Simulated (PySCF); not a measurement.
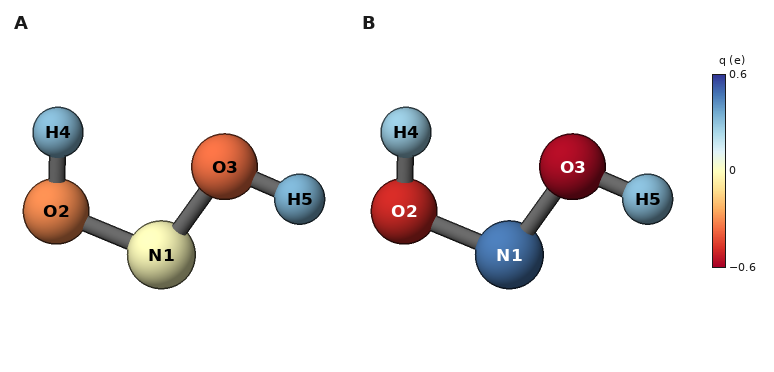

Atomic charges of one calculation by 2 schemes, on one colour scale. Charge 0, doublet. Computed geometry: PBE0/def2-TZVP optimisation. Level of theory: PBE0/def2-TZVP (PySCF 2.14.0).

**The schemes are Mulliken, atomic polar tensor. Which panel shows which?**

A Mulliken, B atomic polar tensor.

List the charges (e), one line for each set of equivalent atoms.

```
atom  Mulliken  atomic polar tensor
  N1     −0.01                 0.46
  O2     −0.30                −0.49
  O3     −0.35                −0.56
  H4      0.31                 0.28
  H5      0.34                 0.31
```
